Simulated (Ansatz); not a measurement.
**SiO2 (P4_2/mnm): equation of state with a fit in Python**

Where is the equilibrium volume of SiO2 (P4_2/mnm), and how stiff is it? A script is to give an equation of state with a fit; the system is SiO2 (P4_2/mnm).

All numbers are computed with Ansatz 0.2.0 through its Python package. Level of theory: DFT PBE, plane waves, PAW.

### Step 1. Starting point

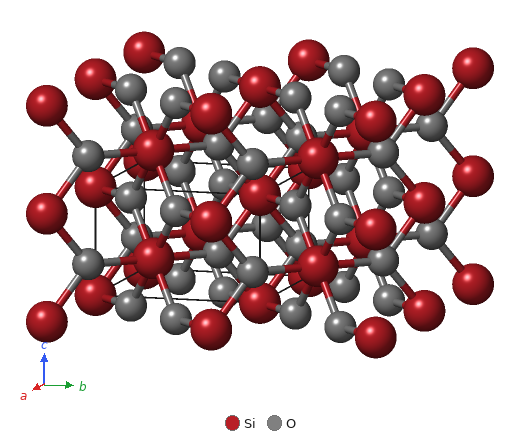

The structure that the script starts from, seen slightly off an axis (silicon red, oxygen grey). 2×2×2 cells are drawn. Atoms on cell faces are repeated.

The script holds or builds the structure itself.

### Step 2. The script

The input, run_eos.py:

```python
# -*- coding: utf-8 -*-
import ansatz as az
from ase.eos import EquationOfState
from ase.units import GPa
import numpy as np

SMEARING = "fermi_dirac"
SMEARING_WIDTH = 0.05
CUTOFF = 500
MESH = (6, 6, 8)

VECTORS = np.array([
    [4.1773, 0.0, 0.0],
    [0.0, 4.1773, 0.0],
    [0.0, 0.0, 2.6652],
])
SITES = [
    ("Si", (0.0, 0.0, 0.0)),
    ("Si", (0.5, 0.5, 0.5)),
    ("O", (0.3059, 0.3059, 0.0)),
    ("O", (0.1941, 0.8059, 0.5)),
    ("O", (0.6941, 0.6941, 0.0)),
    ("O", (0.8059, 0.1941, 0.5)),
]


def make_crystal(cell):
    crystal = az.Crystal(lattice=az.Lattice.of(cell))
    for symbol, position in SITES:
        crystal = crystal.atom(symbol, position)
    return crystal

volumes, energies = [], []
for scale in np.linspace(0.94, 1.06, 7):
    cell = VECTORS * scale ** (1 / 3)
    model = (
        make_crystal(cell).calculation()
        .functional(az.Functional.PBE)
        .occupations(SMEARING, width=SMEARING_WIDTH)
        .basis(CUTOFF)
        .kpoints(*MESH)
    )
    report = model.run(threads=1, pin="off").report
    volumes.append(abs(np.linalg.det(cell)) / len(SITES))
    energies.append(report["free_energy_ev"] / len(SITES))
    print(f"V = {volumes[-1]:8.4f} A^3/atom  F = {energies[-1]:.5f} eV/atom")

eos = EquationOfState(volumes, energies, eos="murnaghan")
v0, e0, bulk = eos.fit()
print(f"V0 = {v0:.4f} A^3/atom, E0 = {e0:.5f} eV/atom, B = {bulk / GPa:.1f} GPa")
```

### Step 3. The input behind the calls

The engine receives this input (first run):

```yaml
crystal:
  lattice:
    - [4.092025051937515, 0.0, 0.0]
    - [0.0, 4.092025051937515, 0.0]
    - [0.0, 0.0, 2.6107928969487144]
  atoms:
    - { symbol: Si, position: [0.0, 0.0, 0.0] }
    - { symbol: Si, position: [0.5, 0.5, 0.5] }
    - { symbol: O, position: [0.3059, 0.3059, 0.0] }
    - { symbol: O, position: [0.1941, 0.8059, 0.5] }
    - { symbol: O, position: [0.6941, 0.6941, 0.0] }
    - { symbol: O, position: [0.8059, 0.1941, 0.5] }
basis:
  ecutwfc: 500.0
kpoints:
  mp_grid:
    grid: [6, 6, 8]
hamiltonian:
  xc: pbe
scf:
  occupations:
    method: fermi_dirac
    width: 0.05
```

### Step 4. Running it

Started as:

```
> python run_eos.py
```

Output:

```text
V =   7.2861 A^3/atom  F = -591.09761 eV/atom
V =   7.4412 A^3/atom  F = -591.12757 eV/atom
V =   7.5962 A^3/atom  F = -591.14934 eV/atom
V =   7.7512 A^3/atom  F = -591.16368 eV/atom
V =   7.9062 A^3/atom  F = -591.17132 eV/atom
V =   8.0613 A^3/atom  F = -591.17289 eV/atom
V =   8.2163 A^3/atom  F = -591.16898 eV/atom
V0 = 8.0261 A^3/atom, E0 = -591.17304 eV/atom, B = 300.7 GPa
```

It took 20 s on 1 thread of Arm Neoverse V1, shared host; peak memory 0.39 GiB.

### Step 5. What changed from run to run

The engine's inputs for some of the other runs:

Run 2, against run 1:

```diff
@@ -3,3 +3,3 @@
-    - [4.092025051937515, 0.0, 0.0]
-    - [0.0, 4.092025051937515, 0.0]
-    - [0.0, 0.0, 2.6107928969487144]
+    - [4.120843079240268, 0.0, 0.0]
+    - [0.0, 4.120843079240268, 0.0]
+    - [0.0, 0.0, 2.6291793682022275]
```

Run 5, against run 1:

```diff
@@ -3,3 +3,3 @@
-    - [4.092025051937515, 0.0, 0.0]
-    - [0.0, 4.092025051937515, 0.0]
-    - [0.0, 0.0, 2.6107928969487144]
+    - [4.20496504464546, 0.0, 0.0]
+    - [0.0, 4.20496504464546, 0.0]
+    - [0.0, 0.0, 2.682850845519613]
```

Run 6, against run 1:

```diff
@@ -3,3 +3,3 @@
-    - [4.092025051937515, 0.0, 0.0]
-    - [0.0, 4.092025051937515, 0.0]
-    - [0.0, 0.0, 2.6107928969487144]
+    - [4.232270777578026, 0.0, 0.0]
+    - [0.0, 4.232270777578026, 0.0]
+    - [0.0, 0.0, 2.7002724430615364]
```

### Step 6. What each run gave

One row for each of the 7 runs:

| run | volume (Å³/atom) | energy from run 6 (meV/atom) | SCF cycles | CPU time (s) |
| --- | --- | --- | --- | --- |
| 1 | 7.286 | 75.28 | 6 | 2.5 |
| 2 | 7.441 | 45.32 | 6 | 2.5 |
| 3 | 7.596 | 23.56 | 6 | 2.5 |
| 4 | 7.751 | 9.21 | 6 | 2.7 |
| 5 | 7.906 | 1.57 | 6 | 2.6 |
| 6 | 8.061 | 0.00 | 6 | 3 |
| 7 | 8.216 | 3.91 | 6 | 2.8 |

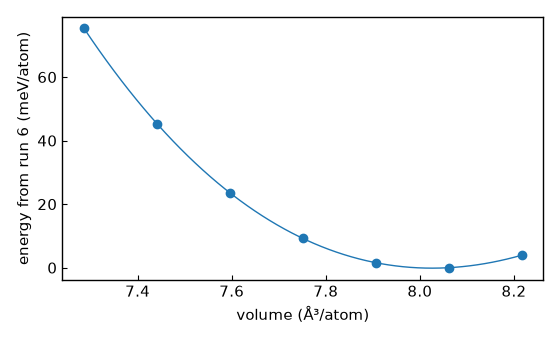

Energy against volume; the line is a third-order Birch-Murnaghan fit.

### Step 7. Results

| quantity | value |
| --- | --- |
| runs compared | 7 |
| range of energy | 75.28 meV/atom |
| lowest point, volume (Å³/atom) | 8.061 |
| equilibrium volume (fit) | 8.03 Å³/atom |
| bulk modulus (fit) | 300 GPa |

A third-order Birch-Murnaghan fit through the 7 points (the script's own form differs a little) has its minimum at 8.03 Å³ an atom, 3.5 % above the typed cell, with a bulk modulus of 300 GPa and dB/dP = 4.1. From that minimum the energy rises by 75.4 meV an atom on the compressed side and 4.1 meV on the expanded side. The window is off centre, so dB/dP is rough. Shape and fractional positions are held along the curve, so the bulk modulus is an upper value where they are free to relax.
